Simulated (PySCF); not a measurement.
Consider C2H5BrGeO.

Input file:

```
{"job": {"kind": "uv", "xc": "wB97X-D", "basis": "def2-SVPD", "nstates": 8, "ntriplets": 3}, "charge": 0, "multiplicity": 1}
C     -1.366630     0.647809    -0.101583
C     -0.452348    -0.404850    -0.628099
O     -0.675038    -1.114606    -1.567545
Ge     1.337945    -0.635038     0.321358
Br     2.294590     1.422851     0.614996
H     -2.314060     0.651968    -0.636385
H     -0.879730     1.619171    -0.208249
H     -1.531270     0.479077     0.963703
H      1.287362    -1.215281     1.729276
H      2.308060    -1.446446    -0.510000
```

Launched as:

```sh
OMP_NUM_THREADS=1 python probes_run.py task.json out
```

Geometry: GFN2-xTB.

The calculation used wB97X-D/def2-SVPD, SCF density, gas phase (PySCF).

Question: What can the converged electron density and electron localisation function tell about the bonding?

Answer: C–O (1.20 Å): the density is about 3.4 e/Å³ at the midpoint; the ELF peaks at about 0.85 between the atoms: a short, multiple covalent bond.
C–C (1.49 Å): ρ at the midpoint is about 1.8 e/Å³; the ELF peaks at about 0.95 between the atoms: a shared electron pair.
C–Ge (2.04 Å): ρ at the midpoint is about 0.81 e/Å³; the ELF peaks at about 0.95 in the valence shell of C, 0.7 Å from its nucleus, and is about 0.80 at the midpoint.
C–H (1.09 Å): the density is about 2 e/Å³ at the midpoint; the ELF climbs to about 1 towards the hydrogen, as it does in any bond to H: a covalent bond by its length.

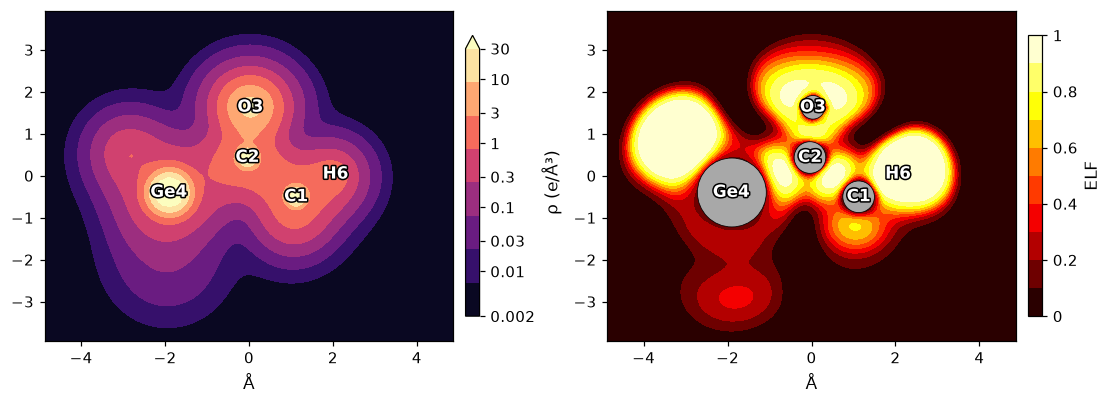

Computed electron density and electron localisation function on the plane of atoms C1, C2 and O3, in this order. Grey discs cover the atomic cores in the ELF map. 
